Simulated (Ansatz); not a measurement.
# Hypothetical Fmmm Cl, pressure series

Base system: Cl (space group Fmmm, No. 69; a = 3.604 Å, b = 3.742 Å, c = 13.916 Å; a hypothetical phase, not in the database extracts checked).

Cell and atoms are relaxed at each pressure.

The values are results of Ansatz (a first-principles code), r2SCAN+rVV10, PAW, cutoff 500 eV, no spin-orbit coupling, not measurements.

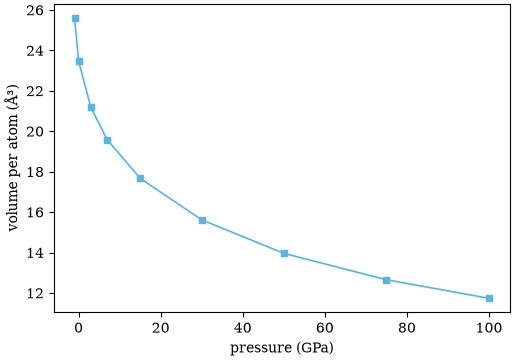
*Volume per atom against pressure*

| pressure (GPa) | volume per atom |
|---|---|
| -1 | 25.62 Å³ |
| 3 | 21.17 Å³ |
| 7 | 19.57 Å³ |
| 15 | 17.67 Å³ |
| 30 | 15.62 Å³ |
| 50 | 13.96 Å³ |
| 75 | 12.65 Å³ |
| 100 | 11.74 Å³ |

From pressure 75 GPa on, the axis ratios lie over 15 % from the base's, so the cell there is far from its starting form. Load acts through the strain it causes; cell and atoms are relaxed under it. Whether these cells are dynamically stable was not tested. Competing high-pressure phases were not computed. The base started in Cmce and relaxed to Fmmm at this level.
